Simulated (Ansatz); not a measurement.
Band structure of ZrMo₂ (Fd-3m, 6 atoms in the cell).

```yaml
crystal:
  lattice:
    - [0.00000, 3.80208, 3.80208]
    - [3.80208, 0.00000, 3.80208]
    - [3.80208, 3.80208, 0.00000]
  atoms:
    - { symbol: Zr, position: [0.25000, 0.25000, 0.25000] }
    - { symbol: Zr, position: [0.00000, 0.00000, 0.00000] }
    - { symbol: Mo, position: [0.62500, 0.12500, 0.62500] }
    - { symbol: Mo, position: [0.62500, 0.62500, 0.62500] }
    - { symbol: Mo, position: [0.12500, 0.62500, 0.62500] }
    - { symbol: Mo, position: [0.62500, 0.62500, 0.12500] }
```

Computed with LDA (PW92), PAW files made with PBE (plane waves; Ansatz, a first-principles code).

Settings: basis.ecutwfc = 420 eV; kpoints.mp_grid.grid = 5 5 5; hamiltonian.xc = lda; hamiltonian.pseudopotentials = {kind: paw} (the program's default PAW files); scf.occupations.method = fermi_dirac; scf.occupations.width = 0.1 eV; kpoints.band_path.npoints = 8.

The starting cell comes from a database of computed structures (which also holds hypothetical and non-ambient phases and stackings), without a prior relaxation at this level. Spin polarisation is off.

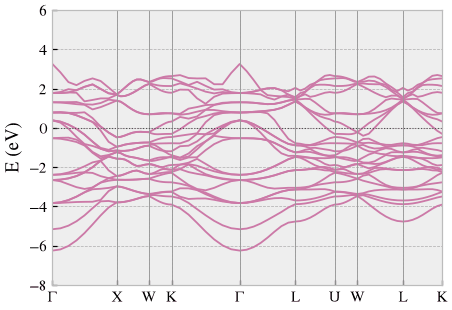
Bands along the path, energies from the Fermi level.

Levels in eV from the Fermi level, bands 37 to 44:
| point | 37 | 38 | 39 | 40 | 41 | 42 | 43 | 44 |
|---|---|---|---|---|---|---|---|---|
| Γ | 0.38 | 0.38 | 0.38 | 0.78 | 0.78 | 0.78 | 1.30 | 1.30 |
| X | -1.16 | -1.16 | -0.97 | -0.97 | -0.49 | -0.49 | 1.38 | 1.38 |
| W | -0.91 | -0.91 | -0.75 | -0.75 | -0.22 | -0.22 | 0.69 | 0.69 |
| K | -1.40 | -1.20 | -0.79 | -0.47 | -0.31 | 0.32 | 0.73 | 0.74 |
| L | -1.26 | -0.89 | -0.89 | -0.79 | 1.34 | 1.34 | 1.44 | 1.44 |
| U | -1.40 | -1.20 | -0.79 | -0.47 | -0.31 | 0.32 | 0.73 | 0.74 |

Bands cross the Fermi level along this path, so the cell is metallic at this level.

Keys are those of Ansatz 0.2.
